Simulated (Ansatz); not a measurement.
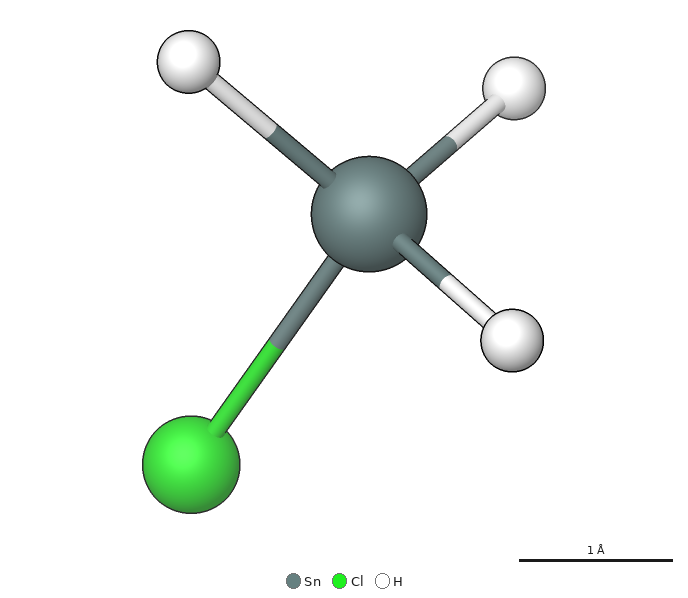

Starting geometry of the run.

Ansatz 0.2.0 input:

```yaml
crystal:
  periodic: [false, false, false]
  atoms:
    - {symbol: Sn, position_ang: [-0.672580, 0.514161, -2.064291]}
    - {symbol: Cl, position_ang: [1.633107, 0.597309, -1.716309]}
    - {symbol: H, position_ang: [-0.922547, -0.641107, -3.286127]}
    - {symbol: H, position_ang: [-1.356336, 0.053306, -0.577583]}
    - {symbol: H, position_ang: [-1.133344, 2.079986, -2.539582]}
basis:
  gaussian: {orbitals: def2-TZVPP}
hamiltonian: {xc: {name: wB97M-V}}
```

It was started with:

```sh
ansatz run in.yaml --threads 4 --pin off --events-out ev --progress --plain --max-ram 9574MiB
```

What the program printed:

```
Functional definition: wB97M-V
  name "wB97M-V"
  cite "Mardirossian & Head-Gordon, J. Chem. Phys. 144, 214110 (2016) doi:10.1063/1.4952647"
  cite "Becke, J. Chem. Phys. 107, 8554 (1997) doi:10.1063/1.475007"
  cite "Vydrov & Van Voorhis, J. Chem. Phys. 133, 244103 (2010) doi:10.1063/1.3521275"
  # Of w^i u^j: cxij and so on, Table III.
  parameter omega = 0.3/bohr
  parameter cx = 0.15
  parameter cx01 = 1.007
  parameter cx10 = 0.259
  parameter css00 = 0.443
  parameter css04 = -1.437
  parameter css10 = -4.535
  parameter css20 = -3.390
  parameter css43 = 4.278
  parameter cos00 = 1.000
  parameter cos10 = 1.358
  parameter cos20 = 2.924
  parameter cos21 = -8.812
  parameter cos60 = -1.390
  parameter cos61 = 9.142
  parameter b = 6.0
  parameter c = 0.01
  gx(w, u) = 1 - cx + cx01*u + cx10*w
  gss(w, u) = css00 + css04*u^4 + css10*w + css20*w^2 + css43*w^4*u^3
  gos(w, u) = cos00 + cos10*w + (cos20 + cos21*u)*w^2 + (cos60 + cos61*u)*w^6
  exchange = spin_sum(e_x_unif_sr(omega)*gx(b97_w, b97_u_x)) + cx*exact_x_sr(omega) + exact_x_lr(omega)
  correlation = spin_sum(e_c_pw_mod_same_spin*gss(b97_w, b97_u_same))
      + integral(e_c_pw_mod_opposite_spin*gos(b97_w_opposite, b97_u_opposite)) + vv10(b, c)
919 factors; their error is unknown
187 factors; integrals over basis functions are off by at most 2.9e-5 eV
mean field evaluation 1: about -18401.0862 eV, gradient 1.5e1 eV
mean field evaluation 2: about -18401.4593 eV, gradient 1.3e1 eV
mean field evaluation 4: about -18401.7399 eV, gradient 2.7e-1 eV
mean field evaluation 8: about -18401.8013 eV, gradient 3.8e-3 eV
mean field -18401.80133056 eV, -676.2537257091 hartree, gradient 2.3e-5 eV, S^2 0.000000; 0 other end points of the search recorded, 0 dependent functions left out
reference -18401.80138145 eV, -676.2537275793 hartree; 21, 21 occupied and 113, 113 virtual orbitals, 919 factors
Total energy: -18401.80138145 eV, -676.2537275793 hartree
```
